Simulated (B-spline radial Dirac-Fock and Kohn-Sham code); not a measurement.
# Inner shells of Pt¹⁹⁺

What does theory give for platinum as Pt¹⁹⁺? The session works out its X-ray form factor and Compton profile, the binding energy of each subshell and how cheaper methods do for the levels.

Method: a free atom or ion on a radial basis; each step names its model; computed with B-spline radial Dirac-Fock and Kohn-Sham code, version 2.

## Step 1: The atom as given

Platinum as Pt¹⁹⁺, [Kr] 4d10 4f12 5s1.

- nuclear charge: 78
- electrons: 59
- mass number: 195
- nuclear rms radius: 5.427 fm

## Step 2: Form factor and Compton profile

Model: Dirac-Fock average of configuration, finite nucleus; form factor of the spherical density, Waller-Hartree incoherent function, impulse-approximation Compton profiles.

Settings, as recorded:

```ini
task = scatter
Z = 78
charge = 19
configuration = 1s2 2s2 2p6 3s2 3p6 3d10 4s2 4p6 4d10 4f12 5s1
mass_number = 195
rms_radius = 5.427  # fm
s = [0.0, 0.05, 0.1, 0.15, 0.2, 0.25, 0.3, 0.35, 0.4, 0.45, 0.5, 0.6, 0.7, 0.8, 0.9, 1.0, 1.1, 1.2, 1.4, 1.6, 1.8, 2.0, 2.5, 3.0, 3.5, 4.0, 5.0, 6.0]  # 1/A
pz = [0, 0.1, 0.14, 0.2, 0.29, 0.42, 0.59, 0.85, 1.2, 1.7, 2.5, 3.5, 5.0, 7.2, 10.0, 15.0, 21.0, 30.0, 43.0, 61.0, 87.0]  # a.u.
photon_energy = [8047.8, 10000, 17479.3, 30000, 50000, 100000, 500000, 1000000]  # eV
```

From the run's result record (rounded, not every field):

```text
{
  "status": "converged",
  "form_factor [e]": [59.0, 58.841, 58.37, 57.599, 56.549, 55.248, 53.728, 52.026, 50.179, 48.226, 46.204, 42.085, 38.055, 34.282, 30.871, 27.874, 25.297, 23.122, 19.807, 17.532, 15.905, 14.629, 11.95, 9.5597, 7.6478, 6.3268, 4.9338, 4.1729],
  "incoherent": [1.3394e-11, 0.13591, 0.5351, 1.1733, 2.0145, 3.0163, 4.1354, 5.3323, 6.5746, 7.8376, 9.1042, 11.607, 14.032, 16.352, 18.55, 20.616, 22.555, 24.378, 27.743, 30.793, 33.542, 35.971, 40.702, 43.993, 46.432, 48.348, 51.174, 53.124],
  "compton_total [1/a.u.]": [3.6215, 3.6198, 3.6181, 3.6147, 3.6074, 3.5924, 3.5657, 3.5126, 3.4268, 3.2976, 3.0983, 2.8008, 2.1943, 1.3911, 0.83194, 0.41253, 0.20671, 0.088235, 0.033539, 0.01241, 0.0042396],
  "shells": ["1s1/2", "2s1/2", "2p1/2", "2p3/2", "3s1/2", "3p1/2", "3p3/2", "3d3/2", "3d5/2", "4s1/2", "4p1/2", "4p3/2", "4d3/2", "4d5/2", "4f5/2", "4f7/2", "5s1/2"],
  "occupation": [2.0, 2.0, 2.0, 4.0, 2.0, 2.0, 4.0, 4.0, 6.0, 2.0, 2.0, 4.0, 4.0, 6.0, 5.1429, 6.8571, 1.0],
  "mean_momentum [a.u.]": [83.535, 29.833, 39.216, 34.118, 15.041, 17.941, 16.417, 19.744, 19.222, 7.856, 8.835, 8.2182, 9.1581, 8.9466, 9.5014, 9.4012, 4.2058],
  "r2 [bohr^2]": 8.628,
  "r_inverse [1/bohr]": 576.69,
  "r1 [bohr]": 18.203,
  "coherent [b]": [1590.4, 1362.1, 774.52, 397.02, 189.01, 61.844, 3.3088, 0.86316],
  "incoherent_cross_section [b]": [4.7459, 6.2716, 11.283, 16.907, 21.158, 23.45, 16.543, 12.308],
  "radial_jk": {
    "4f": {"j0": [1.0, 0.99527, 0.98122, 0.95826, 0.92708, 0.88856, 0.84375, 0.79383, 0.74004, 0.68363, 0.62578, 0.51018, 0.40071, 0.30253, 0.21846, 0.14937, 0.094668, 0.05289, 0.00037916, -0.02344, -0.030797, -0.029828, -0.017326, -0.0072713, -0.0022978, -0.00034359, 0.00035697, 0.00021757], "j2": [0.0, 0.0018904, 0.0074805, 0.016532, 0.028666, 0.043385, 0.060106, 0.078192, 0.096989, 0.11586, 0.13421, 0.16735, 0.19327, 0.21037, 0.21845, 0.21832, 0.21142, 0.19946, 0.16679, 0.13085, 0.097832, 0.070365, 0.026656, 0.007815, 0.0010428, -0.00086367, -0.00087692, -0.00039558], "j4": [0.0, 1.5135e-06, 2.3955e-05, 0.00011911, 0.00036709, 0.00086792, 0.001731, 0.0030642, 0.0049627, 0.0075001, 0.010722, 0.019234, 0.030207, 0.042909, 0.056354, 0.06951, 0.081475, 0.091578, 0.10485, 0.10884, 0.10538, 0.097003, 0.068345, 0.042651, 0.024915, 0.014027, 0.0042315, 0.0012507], "j6": [0.0, 8.4426e-10, 5.3412e-08, 5.9682e-07, 3.2648e-06, 1.2036e-05, 3.4478e-05, 8.2821e-05, 0.00017459, 0.00033264, 0.00058449, 0.0014948, 0.0031577, 0.0057806, 0.0094658, 0.01418, 0.01976, 0.02594, 0.038835, 0.050478, 0.059265, 0.064591, 0.064713, 0.054086, 0.040948, 0.029287, 0.013785, 0.0062625], "r2": 0.25743, "r4": 0.11746, "r6": 0.084769}
  }
}
```

The scattering functions against s = sin θ / λ:

| s (1/Å) | f (e) | f / N | S(s) |
| --- | --- | --- | --- |
| 0 | 59.00 | 1.000 | 0 |
| 0.100 | 58.37 | 0.989 | 0.5351 |
| 0.200 | 56.55 | 0.958 | 2.015 |
| 0.300 | 53.73 | 0.911 | 4.135 |
| 0.400 | 50.18 | 0.850 | 6.575 |
| 0.500 | 46.20 | 0.783 | 9.104 |
| 0.700 | 38.05 | 0.645 | 14.03 |
| 0.900 | 30.87 | 0.523 | 18.55 |
| 1.10 | 25.30 | 0.429 | 22.55 |
| 1.40 | 19.81 | 0.336 | 27.74 |
| 1.80 | 15.91 | 0.270 | 33.54 |
| 2.50 | 11.95 | 0.203 | 40.70 |
| 3.50 | 7.648 | 0.130 | 46.43 |
| 5.00 | 4.934 | 0.084 | 51.17 |

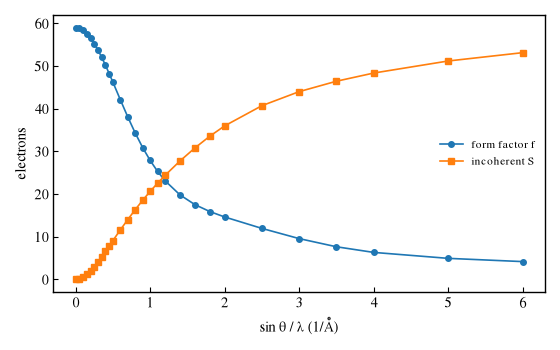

Form factor and incoherent scattering function.

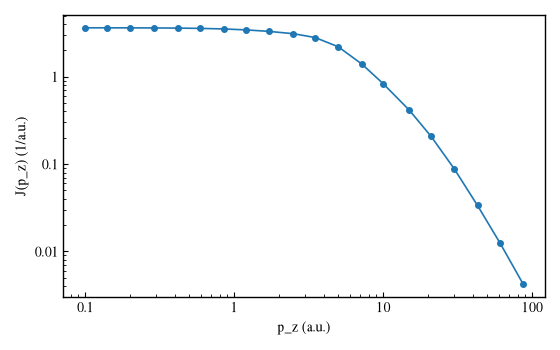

Compton profile, summed over all shells.

## Step 3: Binding energies

Model: Dirac-Fock average of configuration, Delta-SCF, finite nucleus, first-order Breit with its frequency dependence, self-energy and vacuum polarisation.

The run's settings:

```ini
task = binding
```

From the run's result record (rounded, not every field):

```text
{
  "status": "converged",
  "shells": ["K", "L1", "L2", "L3", "M1", "M2", "M3", "M4", "M5", "N1", "N2", "N3", "N4", "N5", "N6,7", "O1"],
  "total_energy_parts [Ha]": [-18298.0176, 23.0731729, -2.44225762, -0.435185026, 17.1786204, -3.28100056],
  "koopmans [eV]": [79385.5, 14476.8, 13867.3, 12134.7, 3820.81, 3548.68, 3161.92, 2715.86, 2633.29, 1205.8, 1088.56, 993.033, 801.01, 782.706, 535.66, 501.155],
  "dirac_coulomb [eV]": [79305.4, 14433.0, 13819.1, 12090.0, 3800.13, 3527.16, 3142.23, 2693.38, 2611.46, "-", 1083.53, 988.823, 796.789, 778.75, 531.654, 500.761],
  "gaunt [eV]": [-300.8, -33.7923, -57.92, -39.2788, -6.35318, -11.0535, -7.2091, -4.93527, -3.42335, "-", -2.56821, -1.5982, -0.892981, -0.557863, 0.0283094, -0.43751],
  "retardation [eV]": [22.4794, 2.89759, 6.1747, 6.17493, 0.547963, 1.16145, 1.16951, 0.512623, 0.498943, "-", 0.292267, 0.285338, 0.106245, 0.104173, -0.00700948, 0.0481386],
  "breit_frequency [eV]": [5.34483, -0.443549, -0.0596829, 2.36359, -0.114534, -0.133763, 0.483163, -0.0443757, 0.0083317, "-", -0.0387055, 0.117893, -0.0124487, 0.0004271, -0.00553535, -0.00820123],
  "self_energy [eV]": [-180.082, -26.6515, -0.596747, -2.11252, -6.1769, -0.277559, -0.54106, 0.423573, 0.200515, "-", -0.0570034, -0.121788, 0.100462, 0.0509348, 0.0626282, -0.422735],
  "vacuum_polarisation [eV]": [36.2471, 5.0533, 0.286157, -0.173893, 1.14224, 0.0703919, -0.0485258, -0.0536221, -0.0507817, "-", 0.0165319, -0.0137658, -0.0136778, -0.012955, -0.00875238, 0.0783554],
  "binding [eV]": [78888.6, 14380.1, 13766.9, 12056.9, 3789.17, 3516.93, 3136.08, 2689.28, 2608.69, "-", 1081.18, 987.493, 796.077, 778.335, 531.724, 500.019],
  "mean_radius [bohr]": [0.0171497, 0.0716485, 0.0591324, 0.0675188, 0.186067, 0.17658, 0.191842, 0.167487, 0.172164, 0.411681, 0.414166, 0.444081, 0.449242, 0.459124, 0.470604, 0.839774]
}
```

total_energy_parts: Dirac-Coulomb, Gaunt, retardation, frequency dependence, self-energy, vacuum polarisation. Blank entries are hole states that did not converge, or in which two open shells of one symmetry are about equally filled, where the average of configuration falls too low.

The binding energies by parts, in eV; the parts add up.

| level | -ε | relaxation | Breit | QED | binding |
| --- | --- | --- | --- | --- | --- |
| 1s | 79385.5 | -80.05 | -272.98 | -143.83 | 78888.6 |
| 2s | 14476.8 | -43.76 | -31.34 | -21.60 | 14380.1 |
| 2p1/2 | 13867.3 | -48.27 | -51.81 | -0.31 | 13766.9 |
| 2p3/2 | 12134.7 | -44.71 | -30.74 | -2.29 | 12056.9 |
| 3s | 3820.8 | -20.68 | -5.92 | -5.03 | 3789.2 |
| 3p1/2 | 3548.7 | -21.52 | -10.03 | -0.21 | 3516.9 |
| 3p3/2 | 3161.9 | -19.69 | -5.56 | -0.59 | 3136.1 |
| 3d3/2 | 2715.9 | -22.48 | -4.47 | 0.37 | 2689.3 |
| 3d5/2 | 2633.3 | -21.83 | -2.92 | 0.15 | 2608.7 |
| 4p1/2 | 1088.6 | -5.03 | -2.31 | -0.04 | 1081.2 |
| 4p3/2 | 993.0 | -4.21 | -1.19 | -0.14 | 987.5 |
| 4d3/2 | 801.0 | -4.22 | -0.80 | 0.09 | 796.1 |
| 4d5/2 | 782.7 | -3.96 | -0.45 | 0.04 | 778.3 |
| 4f | 535.7 | -4.01 | 0.02 | 0.05 | 531.7 |
| 5s | 501.2 | -0.39 | -0.40 | -0.34 | 500.0 |

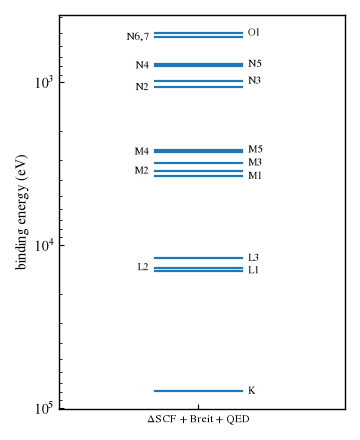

The levels on a logarithmic scale.

X-ray lines as differences of these levels:

| line | energy (eV) |
| --- | --- |
| Kβ2' (K-N3) | 77901.1 |
| Kβ2'' (K-N2) | 77807.5 |
| Kβ1 (K-M3) | 75752.6 |
| Kβ3 (K-M2) | 75371.7 |
| Kα1 (K-L3) | 66831.7 |
| Kα2 (K-L2) | 65121.7 |
| Lγ3 (L1-N3) | 13392.6 |
| Lγ2 (L1-N2) | 13298.9 |
| Lγ1 (L2-N4) | 12970.9 |
| Lβ7 (L3-O1) | 11556.9 |
| Lβ2 (L3-N5) | 11278.6 |
| Lβ15 (L3-N4) | 11260.9 |
| Lβ3 (L1-M3) | 11244.0 |
| Lβ1 (L2-M4) | 11077.7 |

## Step 4: Dirac LDA, for comparison

Model: Dirac-Kohn-Sham LDA (Slater exchange, VWN correlation), finite nucleus, spherical and without spin polarisation.

Recorded inputs:

```ini
task = binding-ladder
method = lda,vwn
relativity = dirac
```

From the run's result record (rounded, not every field):

```text
{
  "status": "converged",
  "shells": ["K", "L1", "L2", "L3", "M1", "M2", "M3", "M4", "M5", "N1", "N2", "N3", "N4", "N5", "N6,7", "O1"],
  "minus_eigenvalue [eV]": [78685.0, 14201.8, 13640.6, 11912.9, 3688.67, 3435.22, 3054.88, 2629.87, 2547.74, 1142.15, 1033.96, 940.561, 762.05, 744.233, 512.016, 494.217],
  "delta_scf [eV]": [79294.4, 14323.9, 13795.2, 12044.9, 3731.99, 3481.15, 3097.1, 2678.78, 2595.29, 1165.89, 1057.63, 963.15, 784.438, 766.306, 533.829, 507.598],
  "total_energy [Ha]": -18294.1023,
  "dirac_fock_binding [eV]": [78888.6, 14380.1, 13766.9, 12056.9, 3789.17, 3516.93, 3136.08, 2689.28, 2608.69, "-", 1081.18, 987.493, 796.077, 778.335, 531.724, 500.019]
}
```

Against the Dirac-Fock value with Breit and QED (eV):

| level | -ε | miss | ΔSCF | miss | Dirac-Fock |
| --- | --- | --- | --- | --- | --- |
| K | 78685.0 | -203.6 | 79294.4 | +405.8 | 78888.6 |
| L1 | 14201.8 | -178.3 | 14323.9 | -56.2 | 14380.1 |
| L2 | 13640.6 | -126.3 | 13795.2 | +28.2 | 13766.9 |
| L3 | 11912.9 | -144.1 | 12044.9 | -12.0 | 12056.9 |
| M1 | 3688.7 | -100.5 | 3732.0 | -57.2 | 3789.2 |
| M2 | 3435.2 | -81.7 | 3481.2 | -35.8 | 3516.9 |
| M3 | 3054.9 | -81.2 | 3097.1 | -39.0 | 3136.1 |
| M4 | 2629.9 | -59.4 | 2678.8 | -10.5 | 2689.3 |
| M5 | 2547.7 | -61.0 | 2595.3 | -13.4 | 2608.7 |
| N2 | 1034.0 | -47.2 | 1057.6 | -23.5 | 1081.2 |
| N3 | 940.6 | -46.9 | 963.1 | -24.3 | 987.5 |
| N4 | 762.0 | -34.0 | 784.4 | -11.6 | 796.1 |
| N5 | 744.2 | -34.1 | 766.3 | -12.0 | 778.3 |
| N6,7 | 512.0 | -19.7 | 533.8 | +2.1 | 531.7 |
| O1 | 494.2 | -5.8 | 507.6 | +7.6 | 500.0 |

## Step 5: The levels by non-relativistic HF

Model: non-relativistic Hartree-Fock, average of configuration, point nucleus.

The run's settings:

```ini
task = binding-ladder
method = hf
relativity = nr
```

From the run's result record (rounded, not every field):

```text
{
  "status": "converged",
  "shells": ["1s", "2s", "2p", "3s", "3p", "3d", "4s", "4p", "4d", "4f", "5s"],
  "minus_eigenvalue [eV]": [72203.1, 12549.1, 12059.9, 3335.03, 3104.5, 2681.03, 1077.1, 975.671, 791.157, 546.355, 465.449],
  "delta_scf [eV]": [72133.7, 12509.9, 12017.2, 3316.82, 3085.63, 2659.48, "-", 971.745, 787.22, 542.24, 465.189],
  "total_energy [Ha]": -17196.111
}
```

Blank entries are hole states that did not converge, or in which two open shells of one symmetry are about equally filled, where the average of configuration falls too low.

Against the Dirac-Fock value with Breit and QED (eV):

| level | -ε | miss | ΔSCF | miss | Dirac-Fock |
| --- | --- | --- | --- | --- | --- |
| 1s | 72203.1 | -6685.6 | 72133.7 | -6754.9 | 78888.6 |
| 2s | 12549.1 | -1831.0 | 12509.9 | -1870.2 | 14380.1 |
| 2p | 12059.9 | -567.1 | 12017.2 | -609.7 | 12626.9 |
| 3s | 3335.0 | -454.1 | 3316.8 | -472.4 | 3789.2 |
| 3p | 3104.5 | -158.5 | 3085.6 | -177.4 | 3263.0 |
| 3d | 2681.0 | +40.1 | 2659.5 | +18.6 | 2640.9 |
| 4p | 975.7 | -43.1 | 971.7 | -47.0 | 1018.7 |
| 4d | 791.2 | +5.7 | 787.2 | +1.8 | 785.4 |
| 4f | 546.4 | +14.6 | 542.2 | +10.5 | 531.7 |
| 5s | 465.4 | -34.6 | 465.2 | -34.8 | 500.0 |

Spin-orbit partners are averaged with weights 2j + 1.

## Step 6: Methods side by side

| method | level | eigenvalue miss (%) | ΔSCF miss (%) | time |
| --- | --- | --- | --- | --- |
| Dirac LDA | K | -0.26 | +0.51 | 6.7 s |
| non-relativistic HF | 1s | -8.47 | -8.56 | 1.5 s |
| Dirac-Fock + Breit + QED | all | - | reference | 16 s |

Times cover the ground state and all hole states of a step, on one thread of a shared host; states solved in an earlier step are reused, and a first call can include compiling.

## Step 7: What came out

| quantity | value |
| --- | --- |
| rms radius of the electron cloud | 0.382 bohr |
| form factor halves at | 0.95 1/Å |
| Compton profile at zero | 3.621 1/a.u. |
| deepest level listed, K (1s) | 78888.6 eV |
| least bound, O1 (5s) | 500.0 eV |
| Kα1 | 66831.7 eV |
| Dirac LDA, K: eigenvalue / ΔSCF | 78685.0 / 79294.4 eV |
| non-relativistic HF, 1s: eigenvalue / ΔSCF | 72203.1 / 72133.7 eV |

**Reading.** The form factor starts at the 59 electrons and halves by s = 0.95 1/Å. Incoherent scattering outweighs coherent from 500 keV on, among the energies asked. For K (1s), relaxation takes off 80.1 eV, Breit terms shift it by -272.98 and QED by -143.83 eV. Dirac LDA misses the K level by -0.3 % with its eigenvalue and by +0.5 % with ΔSCF. Breit and QED terms, which only the reference holds, shift this level by tenths of a per cent, so the eigenvalue's nearness can be cancellation. Non-relativistic HF misses the 1s level by -8.5 % with its eigenvalue and by -8.6 % with ΔSCF, as relativity is missing. The Hartree-Fock and Dirac-Fock values hold no electron correlation.
